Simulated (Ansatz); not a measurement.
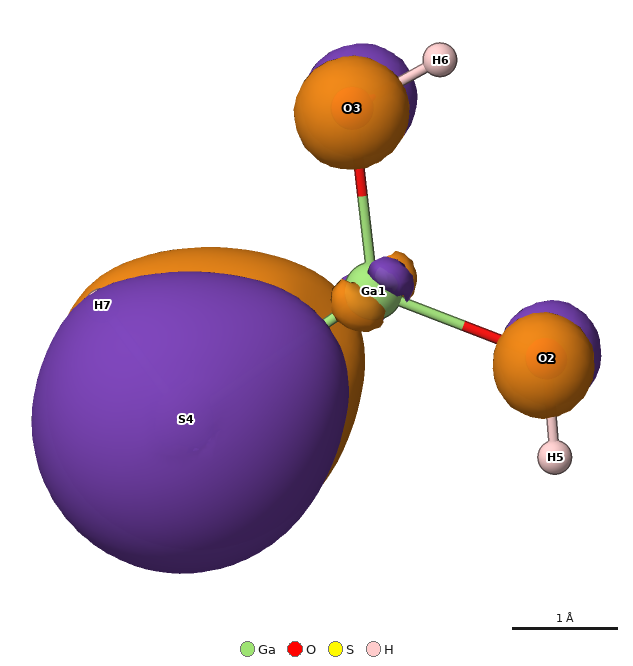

*GaH3O2S. One frontier orbital at ±0.08 Å⁻³ᐟ² (orange and purple are the two phases), seen across its widest extent.*

Geometry: PBE0-D4/def2-SVP.

Method: isolated molecule in a Gaussian basis; Kohn-Sham density functional theory, functional PBE0 (Ansatz).

```xyz
7

Ga   -0.6098   -0.5357    1.2226
O    -0.9607    1.0489    0.4971
O     1.0207   -0.7817    1.8781
S    -2.0485   -2.1812    1.3551
H    -1.8524    1.1524    0.1506
H     1.5870   -0.0088    1.7775
H    -1.1441   -2.9758    1.9707
```

Which orbital is it: HOMO or LUMO?

Answer. The HOMO, at −7.92 eV. Its weight (Hirshfeld) is mainly on S4 (about 80 %) and Ga1 (about 10 %); it changes sign across the molecular plane (π type).
